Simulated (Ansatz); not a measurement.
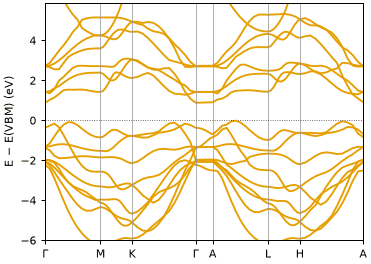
Band structure from PBE in the plane-wave PAW code Ansatz

The gap is 0.88 eV; an edge lies off the plotted path or next to a special point (maximum off the standard path, minimum at Γ).

The material is As2S3 (La2O3 or Ni2Al3 type, P-3m1).

The cell is a constructed one: a structure type filled with these elements; neither database checked (COD, Materials Project) lists it. COD files the formula under space group No. 2, 14, so this cell is another polymorph or a model. Whether it is the stable phase at ambient conditions was not checked. The cell was relaxed with PBE under the symmetry of its start; its stability against distortions is not shown here. Spin–orbit coupling is left out wherever it is not named.

Potentials: the later of the program's two PAW sets.
